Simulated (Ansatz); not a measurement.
Consider FH5N2OTi.

```xyz
10

Ti    0.0046   -0.0815    0.0360
F     0.0628   -0.2962    1.7923
N     1.7036   -0.0310   -0.7517
H     2.4957   -0.5890   -0.4328
H     2.0265    0.6896   -1.3951
O    -0.8440    1.4379   -0.4037
H    -1.6421    1.5715   -0.9281
N    -0.8861   -1.5687   -0.6869
H    -1.6964   -2.0062   -0.2485
H    -0.5742   -2.1322   -1.4746
```

Level of theory: RKS r2SCAN/def2-SVP (Ansatz 0.2.0).

**Predict the electron density and electron localisation function between the atoms.**

Ti–O (1.80 Å): ρ is about 1 e/Å³ halfway; the ELF peaks at about 0.85 in the valence shell of O, 0.5 Å from its nucleus, and drops to about 0.25 between the two atoms.
Ti–N (1.88 Å): ρ at the midpoint is about 0.94 e/Å³; the ELF peaks at about 0.85 in the valence shell of N, 0.6 Å from its nucleus, and is about 0.30 at the midpoint.
O–H (0.96 Å): ρ is about 3.6 e/Å³ halfway; the ELF climbs to about 1 towards the hydrogen, as it does in any bond to H (a covalent bond by its length).

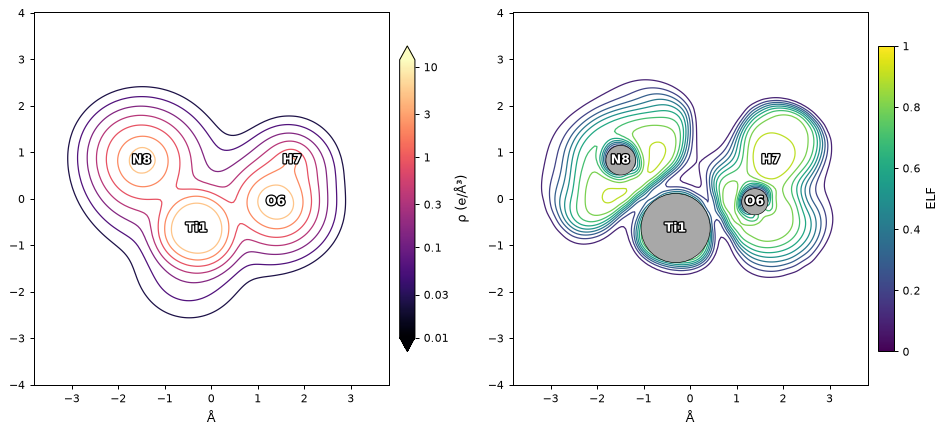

Computed electron density and electron localisation function on the plane of atoms O6, Ti1 and N8, in this order. Grey discs cover the atomic cores in the ELF map. 
